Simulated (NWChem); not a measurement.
**CH4F2GeS (SMILES C[S][GeH]([F])[F]): levels of theory compared**

Wanted: a comparison of 4 runs (HF/STO-3G, HF/3-21G, B3LYP/6-31G*) of CH4F2GeS. 

The results are computed with NWChem 7.3.0.

## 1. The system as given

CH4F2GeS has 9 atoms, charge 0, and is taken as a singlet. SMILES: `C[S][GeH]([F])[F]`. The shape is that of a PBE0-D4/def2-TZVP optimisation. This is one conformer, not always the lowest.

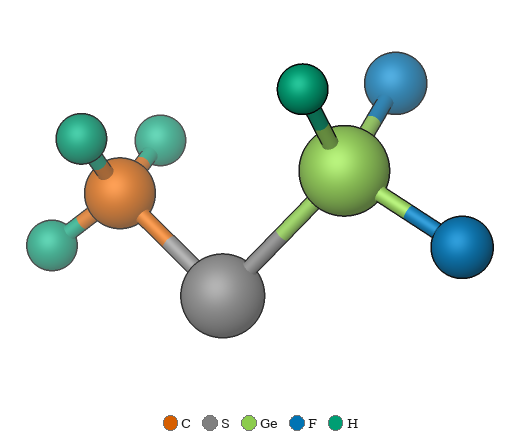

The structure, seen from a chosen angle (carbon orange, sulfur grey, germanium green, fluorine blue, hydrogen teal).

## 2. Energy and forces at HF/STO-3G (run 1)

The input, a.nw:

```
start a
title "CH4F2GeS"
memory total 2200 mb
charge 0
geometry units angstrom noautosym nocenter noautoz
   C     -1.464200    -0.340000    -0.414800
   S      0.098500    -1.267600    -0.530000
   Ge     1.385600     0.203600     0.430400
   F      1.314200     1.691200    -0.448500
   F      3.004400    -0.358200     0.268700
   H     -1.743600    -0.149400     0.621300
   H     -2.221700    -0.979400    -0.866500
   H     -1.407000     0.592900    -0.972900
   H      1.122300     0.560600     1.895200
end
basis spherical bse
   * library STO-3G
end
scf
   thresh 1e-08
   maxiter 80
   print low
end
task scf gradient
```

The run is started by

```
$ nwchem a.nw > a.out
```

What it wrote:

```text
[...]
  functions       =    46
[...]
  wavefunction    = RHF
[...]
         Total SCF energy =  -2680.794913489158
      One-electron energy =  -4759.379244135374
      Two-electron energy =   1577.151191237494
 Nuclear repulsion energy =    501.433139408723
        Time for solution =      7.6s
[...]
                         RHF ENERGY GRADIENTS
    atom               coordinates                        gradient
                 x          y          z           x          y          z
   1 C      -2.766937  -0.642507  -0.783858   -0.010731   0.015602   0.003921
   2 S       0.186138  -2.395417  -1.001555    0.007074  -0.008225  -0.005463
   3 Ge      2.618404   0.384748   0.813338   -0.018146  -0.023461  -0.016336
   4 F       2.483478   3.195905  -0.847542   -0.002272   0.022381  -0.011393
   5 F       5.677493  -0.676900   0.507769    0.020139  -0.008870  -0.002096
   6 H      -3.294926  -0.282325   1.174087    0.001377  -0.002620   0.004253
   7 H      -4.198404  -1.850798  -1.637448    0.001613  -0.006731  -0.002065
   8 H      -2.658844   1.120419  -1.838514    0.004242   0.000273  -0.003427
   9 H       2.120839   1.059380   3.581409   -0.003297   0.011649   0.032607
 Task  times  cpu:       11.8s     wall:       11.8s
[...]
```

Run time: 13 s. Hardware: 1 thread of AMD EPYC 7R43 (Zen 3), shared host; peak memory 0.094 GiB.

## 3. Energy and forces at HF/3-21G (run 2)

The input, mol.nw:

```
start mol
title "CH4F2GeS"
memory 2200 mb
geometry noautosym nocenter noautoz
  C    -1.464200   -0.340000   -0.414800
  S     0.098500   -1.267600   -0.530000
  Ge    1.385600    0.203600    0.430400
  F     1.314200    1.691200   -0.448500
  F     3.004400   -0.358200    0.268700
  H    -1.743600   -0.149400    0.621300
  H    -2.221700   -0.979400   -0.866500
  H    -1.407000    0.592900   -0.972900
  H     1.122300    0.560600    1.895200
end
basis spherical bse
  * library 3-21G
end
scf
  singlet
  rhf
  thresh 1e-08
  maxiter 80
  noprint "final vectors analysis"
end
task scf gradient
```

The run is started by

```
$ nwchem mol.nw > mol.out
```

What it wrote:

```text
[...]
  functions       =    70
[...]
  wavefunction    = RHF
[...]
         Total SCF energy =  -2698.806859331180
      One-electron energy =  -4760.485817084244
      Two-electron energy =   1560.245818344341
 Nuclear repulsion energy =    501.433139408723
        Time for solution =     10.5s
[...]
                         RHF ENERGY GRADIENTS
    atom               coordinates                        gradient
                 x          y          z           x          y          z
   1 C      -2.766937  -0.642507  -0.783858    0.035984  -0.013216   0.001096
   2 S       0.186138  -2.395417  -1.001555   -0.012812   0.025713   0.007359
   3 Ge      2.618404   0.384748   0.813338   -0.042911  -0.032774   0.003317
   4 F       2.483478   3.195905  -0.847542   -0.002486   0.026792  -0.014320
   5 F       5.677493  -0.676900   0.507769    0.026829  -0.010953  -0.001755
   6 H      -3.294926  -0.282325   1.174087   -0.002018   0.000926   0.006840
   7 H      -4.198404  -1.850798  -1.637448   -0.004306  -0.006224  -0.003521
   8 H      -2.658844   1.120419  -1.838514    0.000202   0.005920  -0.004052
   9 H       2.120839   1.059380   3.581409    0.001517   0.003817   0.005037
[...]
```

It took 17 s on 1 thread of AMD EPYC 7R43 (Zen 3), shared host; peak memory 0.096 GiB.

Run 3 isn't shown in full; the table further down has it.

## 4. Energy and forces at B3LYP/6-31G(d) (Cartesian functions) (run 4)

The input, mol.xyz:

```xyz
9
CH4F2GeS gradient
C     -1.464200    -0.340000    -0.414800
S      0.098500    -1.267600    -0.530000
Ge     1.385600     0.203600     0.430400
F      1.314200     1.691200    -0.448500
F      3.004400    -0.358200     0.268700
H     -1.743600    -0.149400     0.621300
H     -2.221700    -0.979400    -0.866500
H     -1.407000     0.592900    -0.972900
H      1.122300     0.560600     1.895200
```

The input, mol.nw:

```
echo
start mol
title "CH4F2GeS gradient"
memory total 2200 mb

geometry noautosym nocenter noautoz
 load mol.xyz
end

basis cartesian
 * library 6-31G*
end

dft
 xc b3lyp
 grid fine
 convergence energy 1e-08
 maxiter 100
 mulliken
end

task dft gradient
```

The run is started by

```
$ nwchem mol.nw > mol.out
```

What it wrote:

```text
[...]
          Wavefunction type:  closed shell.
          No. of atoms     :     9
          No. of electrons :    76
[...]
          Charge           :     0
          Spin multiplicity:     1
[...]
          AO basis - number of functions:   107
[...]
              XC Information
              --------------
                         B3LYP Method XC Potential
                     Hartree-Fock (Exact) Exchange  0.200
                        Slater Exchange Functional  0.800 local
                    Becke 1988 Exchange Functional  0.720 non-local
              Lee-Yang-Parr Correlation Functional  0.810
                  VWN I RPA Correlation Functional  0.190 local
[...]
 d= 0,ls=0.0,diis     1  -2715.1152987011 -3.22D+03  1.94D-02  1.90D+00     8.6
[...]
 d= 0,ls=0.0,diis    10  -2715.2439055594 -8.71D-09  4.94D-07  5.17D-09    60.4
         Total DFT energy =    -2715.243905559428
      One electron energy =    -4775.886012517960
           Coulomb energy =     1691.927854412142
    Exchange-Corr. energy =     -132.718886862332
 Nuclear repulsion energy =      501.433139408723
[...]
      Total Density - Mulliken Population Analysis
     ---------------------------------------------
    Atom       Charge   Shell Charges
 -----------   ------   -------------------------------------------------------
    1 C    6     6.62   1.99  0.68  2.10  0.72  1.10  0.03
    2 S   16    15.97   2.00  1.99  5.97  1.42  3.04  0.46  1.08  0.01
    3 Ge  32    31.30   2.00  1.99  6.00  1.93  5.99  1.26  1.68  0.07  0.16  6.95  2.96  0.32
    4 F    9     9.38   1.99  0.95  3.29  0.96  2.12  0.06
    5 F    9     9.38   1.99  0.95  3.30  0.96  2.12  0.07
    6 H    1     0.80   0.52  0.28
    7 H    1     0.80   0.52  0.28
    8 H    1     0.79   0.52  0.26
    9 H    1     0.97   0.49  0.48
[...]
  wavefunction    = closed shell
[...]
```

Wall time 85 s (1 thread of AMD EPYC 7R43 (Zen 3), shared host); peak memory 0.12 GiB.

## 5. The series

| run | level | iteration cap | module | energy (Eh) | largest force (eV/Å) | wall time |
| --- | --- | --- | --- | --- | --- | --- |
| 1 | HF/STO-3G | 80 | scf | -2680.794913 | 1.789 | 13 s |
| 2 | HF/3-21G | 80 | scf | -2698.806859 | 2.782 | 17 s |
| 3 | B3LYP/6-31G* (spherical functions) | 100 | dft | -2715.231556 | 0.655 | 1.7 min |
| 4 | B3LYP/6-31G* (Cartesian functions) | 100 | dft | -2715.243906 | 0.651 | 85 s |

## 6. Outcome

| quantity | value |
| --- | --- |
| run 4: total energy | -2715.24391 Eh |
| run 4: dipole moment | 3.32 D |
| run 4: HOMO energy | -7.24 eV |
| run 4: LUMO energy | -0.53 eV |
| run 4: HOMO–LUMO gap | 6.71 eV |
| run 4: largest force on an atom | 0.651 eV/Å |

In words: In run 1 the basis is minimal, so the values are rough. All runs together took 3.6 min, the longest 1.7 min.
